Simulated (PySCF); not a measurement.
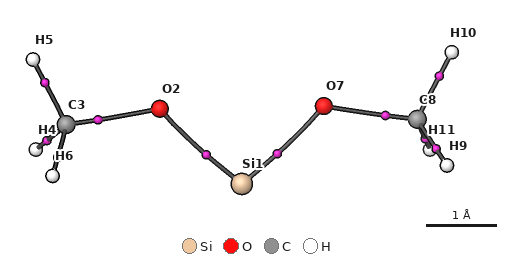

Figure 1: Si(OMe)2 (C2H6O2Si). Molecular graph of the electron density (QTAIM): bond paths, bond critical points (magenta), ring points (cyan, if any); weak paths are dashed.

Level of theory: ωB97X/def2-TZVP (PySCF), at a geometry from GFN2-xTB. No frequency check shows the geometry to be a minimum.

Input

```python
import numpy as np
from pyscf import gto, scf, dft
from pyscf.scf import atom_ks, atom_hf
from scipy.linalg import block_diag

def solve(mol, dm0=None, hcore=None):
    mf = (dft.UKS if mol.spin else dft.RKS)(mol, xc='wb97x')
    mf.grids.level = 3
    mf = mf.density_fit(auxbasis='def2-universal-jkfit')
    mf.conv_tol, mf.max_cycle = 1e-8, 80
    if hcore is not None:
        mf.get_hcore = lambda *args: hcore
    mf.kernel(dm0)
    if not mf.converged:
        mf = mf.newton().run(mf.mo_coeff, mf.mo_occ, max_cycle=30)
    assert mf.converged, 'SCF not converged'
    return mf

mol = gto.M(atom='''
Si     0.00073    -0.70336     0.00160
O     -1.19549     0.40923     0.00435
C     -2.56107     0.19888    -0.00463
H     -2.87925    -0.26775    -0.94238
H     -3.05821     1.16454     0.09687
H     -2.86773    -0.44892     0.82207
O      1.19493     0.41263     0.00713
C      2.56036     0.19830    -0.00584
H      2.87751    -0.37729     0.86955
H      3.06169     1.16745     0.00616
H      2.86443    -0.34887    -0.90370
''', basis='def2-tzvp', charge=0, spin=0, verbose=4)
mf = solve(mol)
mf.analyze()
# spherically averaged free atoms, for the promolecule
atm = atom_ks.get_atm_nrks(mol, xc='wb97x')
pro = block_diag(*[(atm[a[0]][2] * atm[a[0]][3]) @ atm[a[0]][2].T for a in mol._atom])
np.savez('result.npz', e=mf.e_tot, c=mf.mo_coeff, occ=mf.mo_occ, eps=mf.mo_energy, pro=pro, dip=mf.dip_moment(verbose=0), s2=mf.spin_square()[0])
```

Launched as:

```sh
OMP_NUM_THREADS=1 python input.py
```

The run took 50 s on 1 thread of Intel(R) Xeon(R) Processor @ 2.50GHz (Skylake/Cascade Lake), on a shared host, peak memory 0.79 GiB.

Partitions, critical points and surface values were worked out afterwards from this run's density.

Question: How many critical points of each kind are there, and does the count close?

Answer: 11 nuclei, 10 bond, 0 ring and 0 cage critical points: 11 − 10 + 0 − 0 = 1, as the Poincaré–Hopf relation requires.

Question: What does the calculation give at each kind of bond critical point?

Answer:
```
            bond  length (Å)  ρ (a.u.)  ∇²ρ (a.u.)     ε  H (a.u.)
 C3–H5 (2 alike)       1.091     0.287       −1.02  0.05    −0.292
 C3–H6 (2 alike)       1.094     0.284       −1.00  0.05    −0.287
           C3–H4       1.095     0.283       −1.00  0.05    −0.287
           C8–H9       1.095     0.283       −1.00  0.05    −0.287
 O2–C3 (2 alike)       1.382     0.272       −0.45  0.02    −0.409
Si1–O2 (2 alike)       1.634     0.141       +0.87  0.12    −0.050
```

Question: What kind of interaction is C3–H4?

Answer: Shared-shell (covalent): ρ = 0.283, ∇²ρ = −1.00, H = −0.287 a.u.
